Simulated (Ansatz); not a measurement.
Input

```
crystal:
  lattice:
    - [3.5619732, 0.0, 0.0]
    - [-1.7809866, 3.0847593, 0.0]
    - [0.0, 0.0, 25.0186289]
  atoms:
    - { symbol: Pd, position: [0.0, 0.0, 0.251741] }
    - { symbol: Pd, position: [0.0, 0.0, 0.5] }
    - { symbol: Pd, position: [0.0, 0.0, 0.748259] }
    - { symbol: Pt, position: [0.0, 0.0, 0.0] }
    - { symbol: S, position: [0.3333333, 0.6666667, 0.049387] }
    - { symbol: S, position: [0.3333333, 0.6666667, 0.301113] }
    - { symbol: S, position: [0.3333333, 0.6666667, 0.549378] }
    - { symbol: S, position: [0.3333333, 0.6666667, 0.797636] }
    - { symbol: S, position: [0.6666667, 0.3333333, 0.202364] }
    - { symbol: S, position: [0.6666667, 0.3333333, 0.450622] }
    - { symbol: S, position: [0.6666667, 0.3333333, 0.698887] }
    - { symbol: S, position: [0.6666667, 0.3333333, 0.950613] }
basis:
  ecutwfc: 420
kpoints:
  mp_grid: { grid: [12, 12, 2] }
hamiltonian:
  xc: pbe
scf:
  occupations: { method: gaussian, width: 0.02 }
output:
  forces: true
  stress: true
  eigenvalues: true
  write_density: true
  write_potential: true
  elf: true
  volumetric_format: npy
relax:
  adjacent_minimum: "off"
  f_tol: 0.01
  max_steps: 80
  cell: { stress_tol: 0.05 }
```

Run with:

```sh
ansatz run input.yaml --threads 4 --pin off --max-ram 8192MiB --backend cpu --events-out ev --progress --plain --runs-dir out
```

Below, planes, directions and counts refer to the conventional cell (a = 3.56 Å, b = 3.56 Å, c = 25.02 Å, α = 90.00°, β = 90.00°, γ = 120.00°).

Space group P-3m1; a structure generated by program, which may or may not match a known phase.

The calculation used Ansatz 0.2.0, DFT PBE, scalar-relativistic, plane waves, PAW.

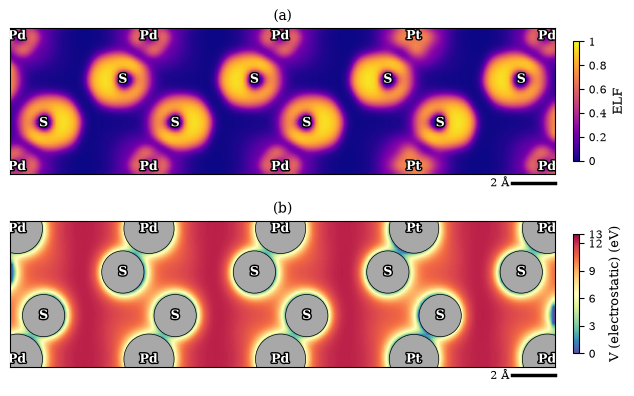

Pd3PtS8. (a) ELF; (b) electrostatic potential energy of an electron on the (110) plane of the conventional cell. Grey discs cover the atomic cores in the potential map.

### What do the fields say about this system?

- The section cuts through Pd, Pt and S sites.
- Pd–S (2.40 Å): the ELF peaks at about 0.85 in the valence shell of S, 0.8 Å from its nucleus, and is about 0.45 at the midpoint.
- Pt–S (2.40 Å): the ELF peaks at about 0.90 in the valence shell of S, 0.8 Å from its nucleus, and is about 0.45 at the midpoint.
- The features right at Pd and Pt lie inside the PAW spheres, where the map follows smoothed inner orbitals and isn't to be read closely.
- Outside the cores the potential energy rises away from the atoms and is highest about 2.1 Å from the nearest atoms; its zero is arbitrary.
